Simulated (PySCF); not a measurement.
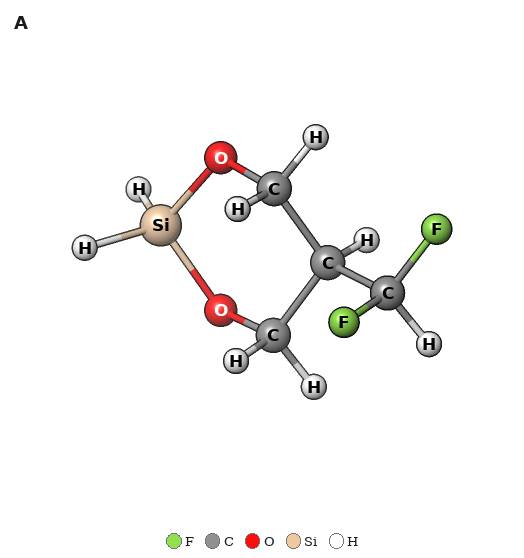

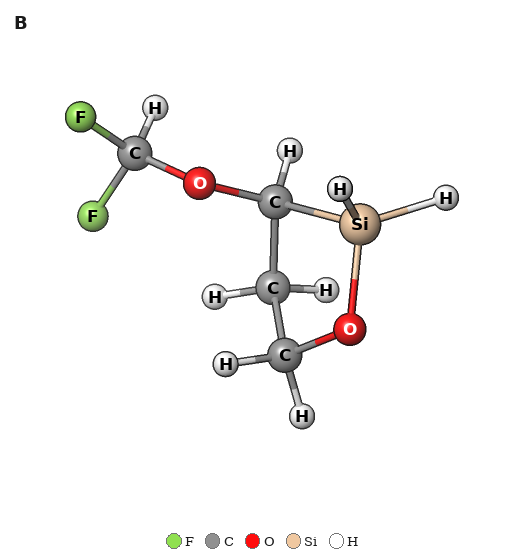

2 stationary structures of one formula. Geometries: PBE0-D3(BJ)/def2-SVP. Electronic energies: PBE0-D3(BJ)/def2-SVP (PySCF 2.14.0), without zero-point energy. No frequency run is at hand to confirm each as a minimum. Each is one conformer, not always the lowest.

Rank them by energy, lowest first.

A is lowest; B lies 104.7 kJ/mol above it. A is `FC(F)C1CO[SiH2]OC1`, B is `FC(F)O[C@@H]1CCO[SiH2]1`.

Give E(B) − E(A) in kJ/mol at these levels too: PBE0/pcSseg-1; KT3/pcSseg-1; CAM-B3LYP/def2-SVPD; PBE0-D3(BJ)/def2-SVP.

```tsv
level	E(B) − E(A) (kJ/mol)
PBE0/pcSseg-1	+103.5
KT3/pcSseg-1	+98.9
CAM-B3LYP/def2-SVPD	+115.2
PBE0-D3(BJ)/def2-SVP	+104.7
```
